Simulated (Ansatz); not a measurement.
Ligand exchange: LiF + GeH3(SH) → LiSH + GeH3F

Species: LiF, singlet; GeH3(SH), singlet; LiSH `[Li][SH]`, singlet; GeH3F (fluorogermane) `[F][GeH3]`, singlet. The partners trade F for SH: Li–F and Ge–SH bonds give way to Li–SH and Ge–F.

Shapes, held fixed at every level: PBE0-D4/def2-TZVP. Programs: Ansatz 0.2.0. The zero-point and thermal change to 298 K, harmonic and unscaled (PBE0-D4/def2-TZVP), is -2.2 kJ/mol.

| level | kind | ΔH(298 K) (kJ/mol) | less CCSD(T)/def2-TZVPP |
| --- | --- | --- | --- |
| HF/def2-SVP | Hartree–Fock | +9.5 | -21.3 |
| SPW92/def2-TZVPP | LDA | +44.0 | +13.2 |
| PBE-D4/def2-TZVPP | GGA | +44.0 | +13.2 |
| r2SCAN-D4/def2-TZVPP | meta-GGA | +31.8 | +1.0 |
| PBE0-D4/def2-TZVPP | global hybrid | +38.3 | +7.5 |
| MP2/def2-SVP | perturbation theory | +35.3 | +4.5 |
| CCSD/def2-TZVPP | coupled cluster or CI | +28.9 | -1.9 |
| CCSD(T)/def2-TZVPP | coupled cluster or CI | +30.8 | 0.0 |

The highest level, CCSD(T)/def2-TZVPP, gives ΔH(298 K) = +30.8 kJ/mol; the levels span +9.5 to +44.0. The column of differences is taken from that level and isn't an error. No measured value is set beside it here. Relativity is left out for Ge unless named. Correlated rows may include outer-core shells of Ge, Li, which these sets cover unevenly.

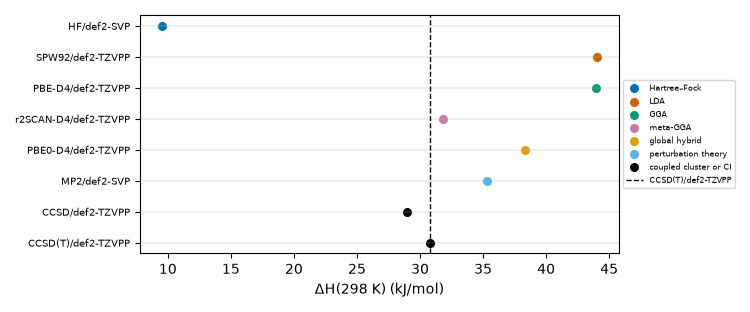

The values of the table, level by level.
